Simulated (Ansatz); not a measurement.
**Fields on a plane of PbTe (rock salt)**

```
PbTe
1.0
    0.00000     3.28451     3.28451
    3.28451     0.00000     3.28451
    3.28451     3.28451     0.00000
Te Pb
1 1
Direct
  0.00000   0.00000   0.00000
  0.50000   0.50000   0.50000
```

The slice is a {110} plane (indices of the conventional cell) through the point (0.000, 0.000, 0.000) (fractional), spanned by u = [100] and v = [1 -1 -1] in vectors of this cell: u (4.64 Å) and v (6.57 Å, at 90° to u). It covers one period; positions are fractions (u, v).

Atoms on it: Te at (0.00, 0.00); Pb at (0.00, 0.50).

Level of theory: PBE (plane waves to 420 eV, PAW, scalar-relativistic; Ansatz, a program for electronic structure). k mesh 9×9×9. Inside the PAW spheres the values are not all-electron values, and peaks at nuclei hang on which shells count as valence. PbTe was relaxed with its symmetry unable to fall. Spin-orbit coupling is left out, though Pb and Te are heavy.

```
|xxxxxxxxxx  ++##@@@@@@@@@@%%++  xxxxxxxx|
|xxxxxxxx  ..**%%@@@@@@@@@@%%**..  xxxxxx|
|xxxxxxxx  ==##%%@@@@@@@@@@%%##==  xxxxxx|
|xxxx    --**%%@@@@@@@@@@@@@@%%**--    xx|
|    ..==**%%@@@@@@@@@@@@@@@@@@%%**==..  |
|====++**##%%@@@@@@@@@@@@@@@@@@%%##**++==|
|++++**##%%%%@@@@@@@@@@@@@@@@@@%%%%##**++|
|----==++##%%%%@@@@@@@@@@@@@@%%%%##++==--|
|      ::++**%%%%@@@@@@@@@@%%%%**==::    |
|xxxx    ..==##%%@@@@@@@@@@%%##==..    xx|
|xxxxxxxx  ::++##%%@@@@@@%%##++::  xxxxxx|
|xxxxxxxx    ==##%%@@@@@@%%##==    xxxxxx|
|xxxxxxxxxx  --**%%@@@@@@%%**--  xxxxxxxx|
|xxxxxxxxxx  --**%%@@@@@@%%**--  xxxxxxxx|
|xxxxxxxxxx  --**%%@@@@@@%%**--  xxxxxxxx|
|xxxxxxxx    ==##%%@@@@@@%%##==    xxxxxx|
|xxxxxxxx  ::++##%%@@@@@@%%##++::  xxxxxx|
|xxxx    ..==##%%@@@@@@@@@@%%##==..    xx|
|      ::==**%%%%@@@@@@@@@@%%%%**++::    |
|----==++##%%%%@@@@@@@@@@@@@@%%%%##++==--|
|++++**##%%%%@@@@@@@@@@@@@@@@@@%%%%##**++|
|====++**##%%@@@@@@@@@@@@@@@@@@%%##**++==|
|    ..==**%%@@@@@@@@@@@@@@@@@@%%**==..  |
|xxxx    --**%%@@@@@@@@@@@@@@%%**--    xx|
|xxxxxxxx  ==##%%@@@@@@@@@@%%##==  xxxxxx|
|xxxxxxxx  ..**%%@@@@@@@@@@%%**..  xxxxxx|
|xxxxxxxxxx  ++%%@@@@@@@@@@##++  xxxxxxxx|
|xxxxxxxxxx  ==##%%@@@@@@%%##==  xxxxxxxx|
```
Scale: ten equal steps from -2.00 (start of ' ') to 6.03 (end of '@'), in the order ' .:-=+*#%@'. Values: electrostatic potential energy of an electron, from the cell's mean, in eV. The map has 20 points along u (two characters each, u = 0 at the left) and 28 along v (v = 0 in the bottom row). Points within 1 Å of a nucleus are blanked (x), as the pseudised field means little there. Values under -2 eV are set to -2. The zero, the cell's mean, hangs on the PAW cores.

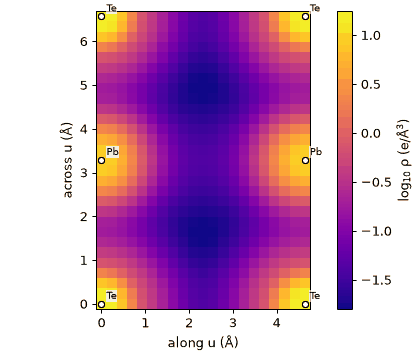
Figure. Log₁₀ of the valence density in e/Å³, one period of the plane, atoms marked. The scale is logarithmic, as a density can span decades between atoms and voids.

Density on the Te–Pb line (3.28 Å) at its density minimum, 1.7 Å from Te: 0.18 e/Å³
ELF at that point: 0.3
ELF maximum in the middle third of the Te–Pb line: 0.64, 1.3 Å from Te
